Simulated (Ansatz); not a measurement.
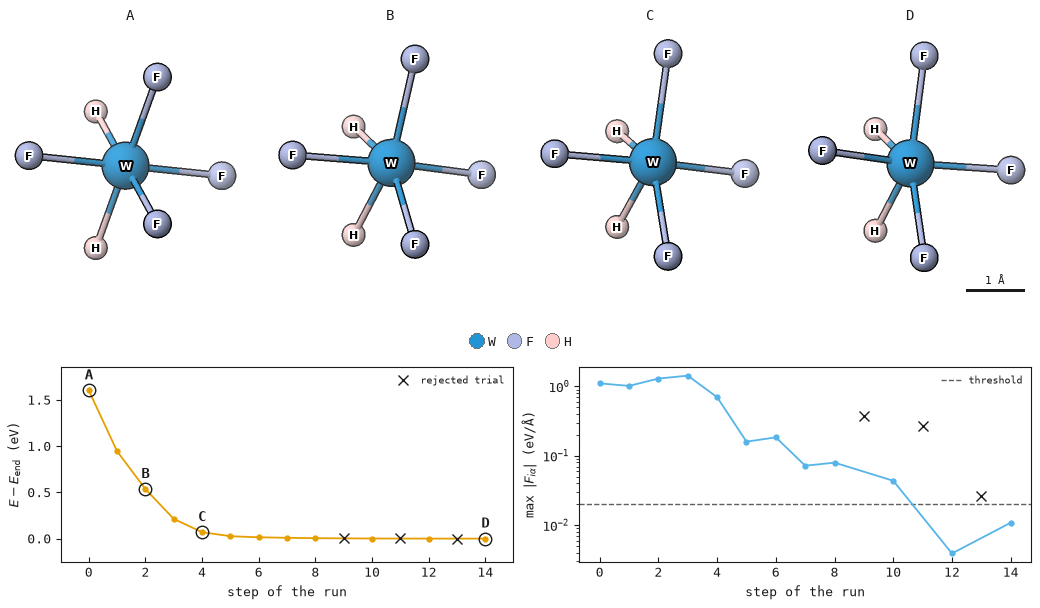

Frames of a relaxation of WH$_{2}$F$_{4}$, marked on the history of the run. Style: ball-and-stick. Shown at a tilt.

The run prepares the start of a later molecular dynamics calculation, from a guessed geometry.

Level of theory: RKS LDA/def2-SVP in Ansatz. Settings: no spin polarisation; force threshold 0.02 eV/Å; at most 40 steps.

**What happens along the run?**

The energy falls by 1.602 eV in 11 accepted moves (14 points after the start). The largest force component goes from 1.1 to 0.011 eV/Å. The line search rejected the trial steps at points 9, 11, 13 of the run. The largest moves after the best rigid fit, 0.73 Å, are those of F atoms. By element the largest moves are F 0.73 Å, H 0.31 Å, W 0.20 Å. Some distances before and after: F–W 1.850 → 1.885 Å, F–W 1.850 → 1.825 Å, H–W 1.720 → 1.696 Å. Bond angles that change, for instance: F–W–F 90.0° → 145.0°, F–W–H 180.0° → 139.7°, H–W–H 90.0° → 64.5°. The run took 24 s on 2 threads of Intel(R) Xeon(R) Platinum 8259CL CPU @ 2.50GHz (Skylake/Cascade Lake), on a shared host, peak memory 0.15 GiB. From step 0 to 2: F atoms move most (0.36 Å), energy −1.067 eV. From step 2 to 4: F atoms move most (0.32 Å), energy −0.467 eV. From step 4 to 14: F atoms move most (0.28 Å), energy −0.069 eV.
